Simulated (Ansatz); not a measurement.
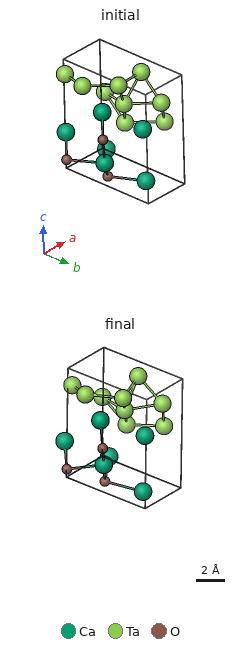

The structure of crystalline Ca$_{2}$Ta$_{3}$O (a generated structure, set up in P1) (coarse preliminary run) before (top) and after (bottom) a relaxation, at one scale.

The picture is a ball-and-stick view of the cell of the calculation, seen from a free direction.

The calculation used DFT PBE, scalar-relativistic, plane waves, PAW (Ansatz 0.2.0).

Input file:
```yaml
crystal:
  lattice:
    - [4.0875175363, 0.0113652742, -0.072003181]
    - [0.0227305483, 7.8087361492, -0.1525363862]
    - [-0.1664393795, -0.1762981935, 9.0899185009]
  atoms:
    - { symbol: Ca, position: [0.491883992, 0.2522987689, 0.0390011825] }
    - { symbol: Ca, position: [0.5014494214, 0.7501307861, 0.0362679187] }
    - { symbol: Ca, position: [1.006289046, 0.4981841562, 0.3357400621] }
    - { symbol: Ca, position: [1.0025810716, 1.0070405881, 0.3328432685] }
    - { symbol: Ta, position: [-0.0228833828, 0.2278367144, 0.6554566534] }
    - { symbol: Ta, position: [-0.0029513512, 0.739516636, 0.659875298] }
    - { symbol: Ta, position: [0.4994708863, 0.503594486, 0.6633384292] }
    - { symbol: Ta, position: [0.4951418602, 1.0019547113, 0.6640366866] }
    - { symbol: Ta, position: [0.0125990442, 1.0090910364, 0.863542135] }
    - { symbol: Ta, position: [0.0019095625, 0.5005692195, 0.86319534] }
    - { symbol: O, position: [0.9962760788, 1.0088184901, 0.0803304775] }
    - { symbol: O, position: [1.0182337711, 0.5009644071, 0.0850889685] }
basis:
  ecutwfc: 420
kpoints:
  mp_grid: { grid: [6, 4, 4] }
hamiltonian:
  xc: pbe
scf:
  occupations: { method: gaussian, width: 0.2 }
  lower_state_search: "off"
output:
  forces: true
  stress: true
  eigenvalues: true
relax:
  adjacent_minimum: "off"
  f_tol: 0.025
  max_steps: 60
  cell: { stress_tol: 0.25 }
```

Run as
```bash
ansatz run input.yaml --threads 1 --pin off --max-ram 2560MiB --backend cpu --events-out ev --progress --plain --runs-dir out
```

**Describe what moved and what it gained.**

The run was cut off at its time limit before the relaxation converged, so the last structure is only a point on the way. The atom that moves furthest relative to the cell is Ta5 (0.49 Å along [1 1 −2]). Largest moves by element: Ta 0.49 Å, Ca 0.46 Å, O 0.24 Å. The drawn cell changes as follows: a 4.088 → 4.055 Å (−0.8 %), b 7.810 → 7.507 Å (−3.9 %), c 9.093 → 9.121 Å (+0.3 %), α 92.2° → 88.6°, β 92.1° → 89.7°, γ 89.7° → 90.1°; the volume changes by −4.3 %. Some distances before and after: Ta9–Ta10 3.839 → 2.852 Å, Ca2–Ta6 4.037 → 3.316 Å, Ca2–Ta6 (another image) 3.930 → 3.326 Å, Ca3–Ta5 3.665 → 3.173 Å. Among the angles between lasting bonds that change: Ta9–Ta5–Ta10 90.8° → 62.7°, Ta5–Ta10–O12 130.4° → 155.3°, Ta9–Ta6–Ta10 94.1° → 115.1°. The space group stays P1 (No. 1). The energy falls by 84.3 meV per atom in 5 geometry steps. The largest force component goes from 2.4 to 0.65 eV/Å. Pressure: −0.37 GPa at the start and −0.33 GPa at the end. Cost: 7.2 min on 1 thread of Intel(R) Xeon(R) 6975P-C (Granite Rapids), with other jobs on the host, peak memory 1.1 GiB.

Limits of the set-up: layers or molecules are held without a dispersion correction, so their spacing is unreliable.
